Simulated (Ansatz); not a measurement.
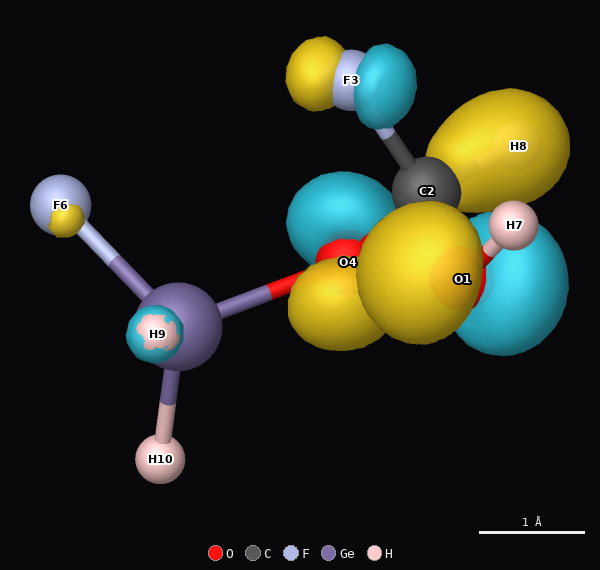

The picture shows: CH4F2GeO2. The HOMO at ±0.2 Å⁻³ᐟ² (yellow and cyan are the two phases), seen at an oblique angle.

Computed with Ansatz, RKS B3LYP-D4/def2-SVP.

```xyz
10

O    -0.2214   -0.0743    1.7376
C    -1.0056    0.1070    0.6185
F    -1.3125   -1.1459    0.0958
O    -0.3270    0.8419   -0.2941
Ge    1.1649    0.2037   -1.0773
F     0.6561   -0.4114   -2.6244
H    -0.6920   -0.6470    2.3605
H    -1.9736    0.5969    0.8367
H     1.7736   -0.9630   -0.2990
H     2.0206    1.4410   -1.3514
```

### Describe this orbital and give its energy.

Its weight (Hirshfeld) is mainly on O1 (about 45 %), O4 (about 20 %), C2 (about 10 %), H8 (about 10 %) and F3 (about 5 %). Its energy is −8.74 eV.
